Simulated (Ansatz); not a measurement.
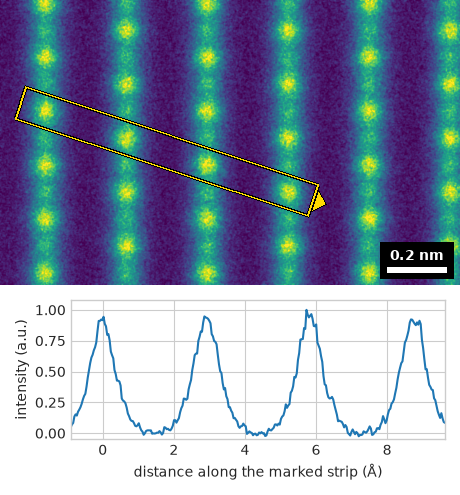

Integrated-DPC-like image of K$_{2}$Ni (Fm-3m, No. 225) along [221]. Simulated as the projected potential of neutral atoms (B = 0.8 Å²) blurred by a 0.50 Å probe, the thin-sample limit of integrated differential phase contrast. Shot noise was added. Model: coordinates from a relaxation with DFT PBE, scalar-relativistic, plane waves, PAW in Ansatz 0.2.0; the starting structure was generated, so it need not be a known form of this composition.

```cif
data_structure
_symmetry_space_group_name_H-M 'P 1'
_symmetry_Int_Tables_number 1
_cell_length_a 7.8232
_cell_length_b 7.8232
_cell_length_c 7.8232
_cell_angle_alpha 90.000
_cell_angle_beta 90.000
_cell_angle_gamma 90.000
_cell_volume 478.80
loop_
_atom_site_label
_atom_site_type_symbol
_atom_site_fract_x
_atom_site_fract_y
_atom_site_fract_z
_atom_site_occupancy
K1 K 0.25000 0.25000 0.75000 1
K2 K 0.25000 0.75000 0.75000 1
Ni1 Ni 0.00000 0.00000 0.00000 1
K3 K 0.25000 0.75000 0.25000 1
K4 K 0.25000 0.25000 0.25000 1
Ni2 Ni 0.00000 0.50000 0.50000 1
K5 K 0.75000 0.25000 0.25000 1
K6 K 0.75000 0.75000 0.25000 1
Ni3 Ni 0.50000 0.00000 0.50000 1
K7 K 0.75000 0.75000 0.75000 1
K8 K 0.75000 0.25000 0.75000 1
Ni4 Ni 0.50000 0.50000 0.00000 1
```

The curve is the intensity along the marked strip, in the direction of its arrowhead, with zero distance at the first column. Brightness is counted from the darkest point of the image.

Q: Assign the peaks of the line profile.

A:
```csv
position (Å),atoms per repeat along the beam,height (% of the highest)
0.0,2 K,100
2.9,2 K,100
5.8,2 K,100
8.7,2 K,100
```
